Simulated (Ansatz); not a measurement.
**SiPH4 (SMILES [SiH2]P): levels of theory compared**

We compute a comparison of 6 runs (U-revPBE/STO-3G, U-wB97M-V/STO-3G, UCAM-B3LYP/STO-3G, UCCSDT/STO-3G, UCCSDTQ/STO-3G, UCCSD(T)/STO-3G) of SiPH4. 

Program for the calculation: Ansatz 0.2.0.

47 further runs of the same task are left out: 47 set aside as unsound or not needed.

### Step 1. The molecule

SiPH4 has 6 atoms, charge 0, and is taken as a doublet. SMILES: `[SiH2]P`. The H3–Si1 distance was set to 2.933 Å, away from the relaxed value. At this shape a bond of the SMILES string is far longer than usual.

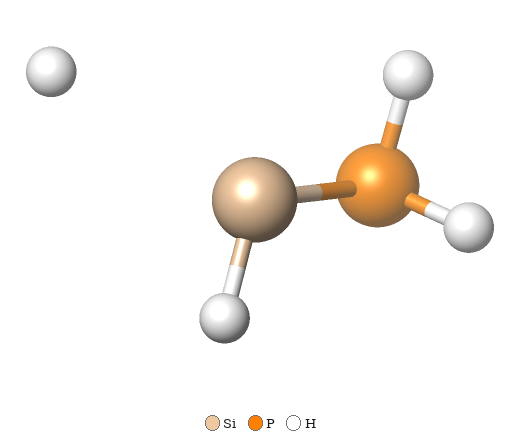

Viewed from a chosen angle; silicon light orange, phosphorus orange, hydrogen white.

### Step 2. The energy at U-revPBE/STO-3G (run 1)

File run.yaml:

```yaml
crystal:
  periodic: [false, false, false]
  atoms:
    - {symbol: Si, position_ang: [0.554660, -0.247540, -1.297239]}
    - {symbol: P, position_ang: [0.088970, 1.908580, -1.050359]}
    - {symbol: H, position_ang: [-0.300620, -1.724700, 1.087920]}
    - {symbol: H, position_ang: [-0.151620, -0.775730, -2.468879]}
    - {symbol: H, position_ang: [0.862320, 2.355730, -2.107879]}
    - {symbol: H, position_ang: [1.084490, 2.176560, -0.126449]}
basis:
  gaussian:
    orbitals: STO-3G
magnetization:
  spin_polarized: true
  initial_magnetization: 1
accuracy: high
total_charge: 0
hamiltonian:
  xc: {name: revPBE}
```

Started as:

```bash
$ ansatz run run.yaml --threads 1 --pin off --max-ram 2610MiB --events-out events.jsonl --progress --plain --runs-dir runs
```

The log of the run:

```text
Warning: RAYON_NUM_THREADS=1 ignored (pool sized by the plan → 1); use --threads N
Functional definition: revPBE
  name "revPBE"
  parameter kappa = 1.245
  parameter beta = 0.06672455060314922
  exchange = pbe_x(kappa = kappa, mu = beta*pi^2/3)
  correlation = pbe_c(beta = beta)
389 factors; integrals over basis functions are off by at most 4.2e-9 eV
mean field evaluation 1: about -17017.7356 eV, gradient 1.6e1 eV
mean field evaluation 2: about -17009.5558 eV, gradient 1.8e1 eV
mean field evaluation 4: about -17023.6036 eV, gradient 8.7e0 eV
mean field evaluation 8: about -17025.3608 eV, gradient 3.4e-1 eV
mean field evaluation 16: about -17025.3260 eV, gradient 1.2e-3 eV
mean field evaluation 32: about -17025.2977 eV, gradient 6.5e-1 eV
mean field -17025.32597110 eV, -625.6691892575 hartree, gradient 4.4e-8 eV, S^2 0.915105; 4 other end points of the search recorded, 0 dependent functions left out
reference -17025.32597382 eV, -625.6691893576 hartree; 17, 16 occupied and 5, 6 virtual orbitals, 389 factors
Total energy: -17025.32597382 eV, -625.6691893576 hartree
```

Run time: 2 s. Hardware: 1 thread of AMD EPYC 9R14 (Zen 4), shared host; peak memory 0.16 GiB.

### Step 3. The energy at U-wB97M-V/STO-3G (run 2)

File job.yaml:

```yaml
crystal:
  periodic: [false, false, false]
  atoms:
    - {symbol: Si, position_ang: [0.554660, -0.247540, -1.297239]}
    - {symbol: P, position_ang: [0.088970, 1.908580, -1.050359]}
    - {symbol: H, position_ang: [-0.300620, -1.724700, 1.087920]}
    - {symbol: H, position_ang: [-0.151620, -0.775730, -2.468879]}
    - {symbol: H, position_ang: [0.862320, 2.355730, -2.107879]}
    - {symbol: H, position_ang: [1.084490, 2.176560, -0.126449]}
basis:
  gaussian:
    orbitals: STO-3G
magnetization:
  spin_polarized: true
  initial_magnetization: 1
hamiltonian:
  xc: {name: wB97M-V}
accuracy: high
```

Started as:

```bash
$ ansatz run job.yaml --threads 1 --pin off --max-ram 2610MiB --events-out events.jsonl --progress --plain --runs-dir runs
```

The log of the run, shortened:

```text
Warning: RAYON_NUM_THREADS=1 ignored (pool sized by the plan → 1); use --threads N
Functional definition: wB97M-V
  name "wB97M-V"
[...]
  gx(w, u) = 1 - cx + cx01*u + cx10*w
  gss(w, u) = css00 + css04*u^4 + css10*w + css20*w^2 + css43*w^4*u^3
  gos(w, u) = cos00 + cos10*w + (cos20 + cos21*u)*w^2 + (cos60 + cos61*u)*w^6
[...]
      + integral(e_c_pw_mod_opposite_spin*gos(b97_w_opposite, b97_u_opposite)) + vv10(b, c)
389 factors; integrals over basis functions are off by at most 4.2e-9 eV
161 factors; integrals over basis functions are off by at most 1.3e-9 eV
[...]
mean field -17029.71144931 eV, -625.8303526091 hartree, gradient 2.9e-8 eV, S^2 0.812207; 2 other end points of the search recorded, 0 dependent functions left out
reference -17029.71145228 eV, -625.8303527182 hartree; 17, 16 occupied and 5, 6 virtual orbitals, 389 factors
Total energy: -17029.71145228 eV, -625.8303527182 hartree
```

It took 15 s on 1 thread of AMD EPYC 9R14 (Zen 4), shared host; peak memory 0.59 GiB.

Runs 3 to 5 aren't shown in full; the table further down has their settings and results.

### Step 4. A single-point energy at UCCSD(T)/STO-3G (run 6)

File in.yaml:

```yaml
crystal:
  periodic: [false, false, false]
  atoms:
    - {symbol: Si, position_ang: [0.554660, -0.247540, -1.297239]}
    - {symbol: P, position_ang: [0.088970, 1.908580, -1.050359]}
    - {symbol: H, position_ang: [-0.300620, -1.724700, 1.087920]}
    - {symbol: H, position_ang: [-0.151620, -0.775730, -2.468879]}
    - {symbol: H, position_ang: [0.862320, 2.355730, -2.107879]}
    - {symbol: H, position_ang: [1.084490, 2.176560, -0.126449]}
basis:
  gaussian: {orbitals: STO-3G}
accuracy: high
correlation: {method: ccsd_t, frozen_orbitals: {H: 0, P: 5, Si: 5}}
magnetization: {spin_polarized: true, initial_magnetization: 1}
scf: {omitted_lower_state_checks: [cluster_reference, increment]}
```

Started as:

```bash
$ ansatz run in.yaml --threads 1 --pin off --max-ram 2610MiB --events-out events.jsonl --progress --plain --runs-dir runs
```

The log of the run, shortened:

```text
Warning: RAYON_NUM_THREADS=1 ignored (pool sized by the plan → 1); use --threads N
Functional definition: HF
  name "HF"
[...]
389 factors; integrals over basis functions are off by at most 4.2e-9 eV
[...]
mean field -16997.49931590 eV, -624.6465785403 hartree, gradient 7.3e-8 eV, S^2 1.151809; 8 other end points of the search recorded, 0 dependent functions left out
10 core orbitals not correlated: weight in the atoms' cores, before any rotation towards them, 1.000 or more for the frozen orbitals, at most 0.000 for the correlated occupied ones
reference -16997.49931590 eV, -624.6465785403 hartree; 7, 6 occupied and 5, 6 virtual orbitals, 389 factors
second order -1.56785584 eV of doubles, -0.00000000 eV of singles
cycle   1  -2.03000922 eV  change   -4.6e-1 eV  update   6.5e-2
[...]
cycle  37  -2.41804646 eV  change   -1.0e-9 eV  update   1.2e-9
perturbative correction -0.02429911 eV, -0.0008929757 hartree
Total energy: -16999.94166146 eV, -624.7363330844 hartree
Checks for a lower state left out: cluster_reference, increment
```

It took 0.42 s on 1 thread of AMD EPYC 9R14 (Zen 4), shared host.

### Step 5. All runs side by side

| run | level | frozen core orbitals | energy (Eh) | ⟨S²⟩ | wall time |
| --- | --- | --- | --- | --- | --- |
| 1 | U-revPBE/STO-3G | – | -625.669189 | 0.915 | 2 s |
| 2 | U-wB97M-V/STO-3G | – | -625.830353 | 0.812 | 15 s |
| 3 | UCAM-B3LYP/STO-3G | – | -625.746635 | 0.955 | 2 s |
| 4 | UCCSDT/STO-3G | 10 | -624.736871 | 1.152 | 1 s |
| 5 | UCCSDTQ/STO-3G | 10 | -624.736978 | 1.152 | 40 s |
| 6 | UCCSD(T)/STO-3G | 10 | -624.736333 | 1.152 | 0.42 s |

### Step 6. Outcome

```
                                           quantity          value
                                run 6: total energy  -624.73633 Eh
run 6: correlation energy (10 core orbitals frozen)      -89.8 mEh
                              run 6: (T) correction      -0.89 mEh
           run 6: ⟨S²⟩ of the reference determinant          1.152
                               run 6: T1 diagnostic          0.057
```

In words: Totals of different functionals can't be ranked against each other. In runs 1, 2, 3, 4, 5, 6 the basis is minimal, so the values are rough. Spin contamination of the reference: run 4 ⟨S²⟩ = 1.15, run 5 ⟨S²⟩ = 1.15, run 6 ⟨S²⟩ = 1.15, run 3 ⟨S²⟩ = 0.96, run 1 ⟨S²⟩ = 0.92. All runs together took 60 s, the longest 40 s.
